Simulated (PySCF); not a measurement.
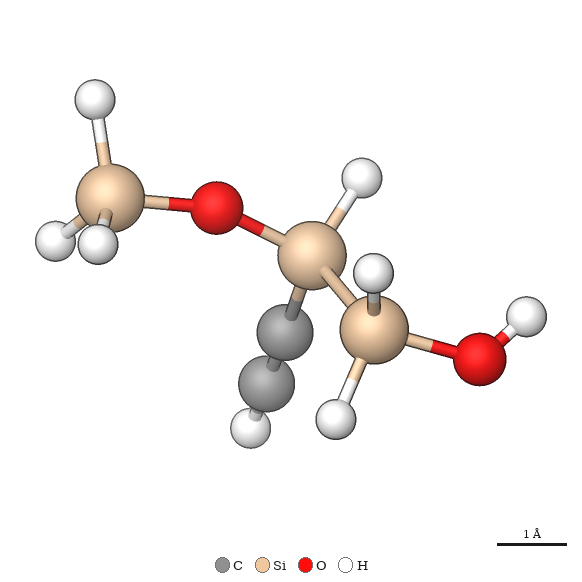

A ball-and-stick model of a molecule.

Computed geometry: GFN2-xTB optimisation. No frequency run is at hand to confirm it as a minimum.

Description:

It has 15 atoms: 2 carbon, 8 hydrogen, 2 oxygen and 3 silicon (C₂H₈O₂Si₃). Its SMILES string is `C#C[Si@@H](O[SiH3])[SiH2]O`. It has no ring. Among its groups: alkyne, Si–H bond, Si–O bond. The point group is C1. Coordination: 2 C linear; 3 Si tetrahedral; 2 O bent.

The parts below concern this one geometry. Atoms keep their numbers from picture to picture.

### Dipole moment

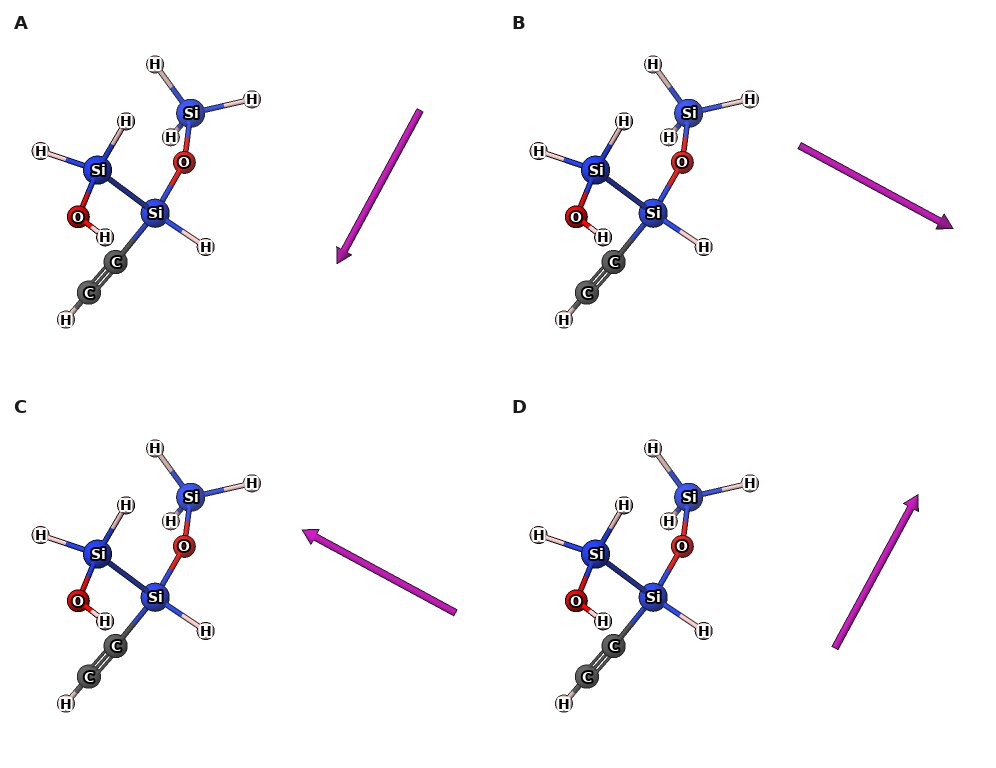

The same molecule four times, each with an arrow. No frequency run is at hand to confirm it as a minimum. Properties computed with B3LYP/def2-SVPD, gas phase (PySCF 2.14.0).

> Which arrow points along the dipole moment, from the negative to the positive end?

B. The dipole moment is 0.69 D.

### Excitation

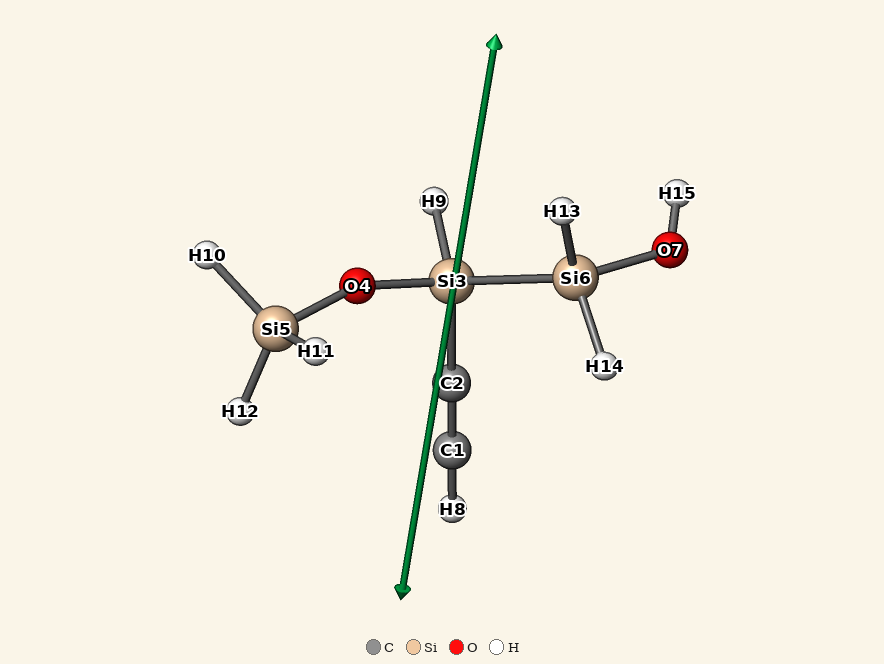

The double arrow shows the direction of the transition dipole to excited singlet state 7 (its length means nothing). No frequency run is at hand to confirm it as a minimum. Properties computed with TDDFT B3LYP/def2-SVPD, vertical, gas phase, core orbitals frozen in the response (PySCF 2.14.0).

> Where does the transition lie, and how strong is it?

6.42 eV (193 nm), oscillator strength 0.054, of mixed character, with the largest part HOMO−4 → LUMO (weight 0.50); transition dipole 1.48 D.

### Polarisability

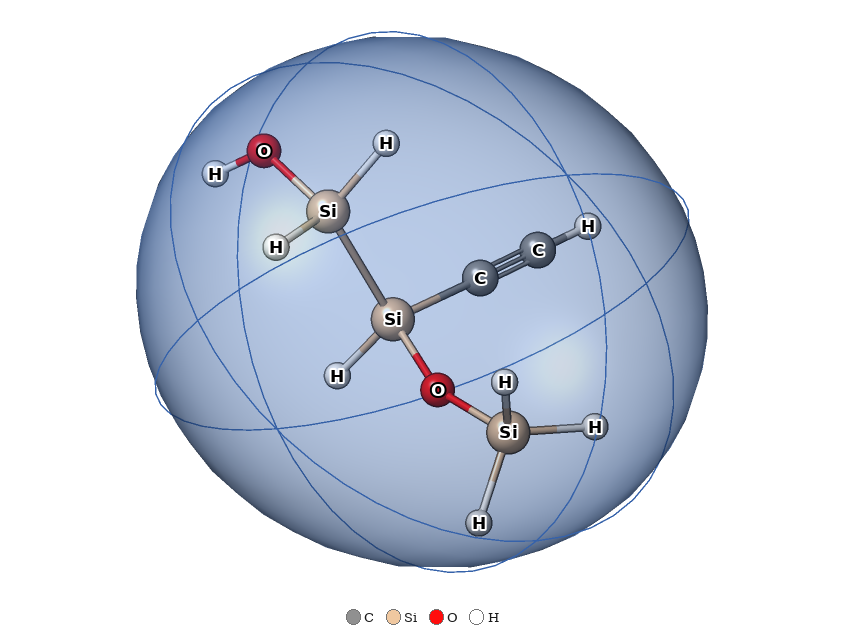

The ellipsoid shows the static dipole polarisability: its half-axes are proportional to the principal values. No frequency run is at hand to confirm it as a minimum. Level of theory: B3LYP/def2-SVPD (PySCF 2.14.0).

> How large and how anisotropic is the polarisability?

Principal values 92.7, 106.5, 123.0 bohr³; mean 107.4 bohr³ (15.92 Å³); anisotropy 26.2 bohr³, so the longest axis is 1.33 times the shortest.

The geometry is semi-empirical. Around Si such bond lengths and angles can be off by a tenth of an ångström or more and by several degrees, and values that hang on the shape move with them.
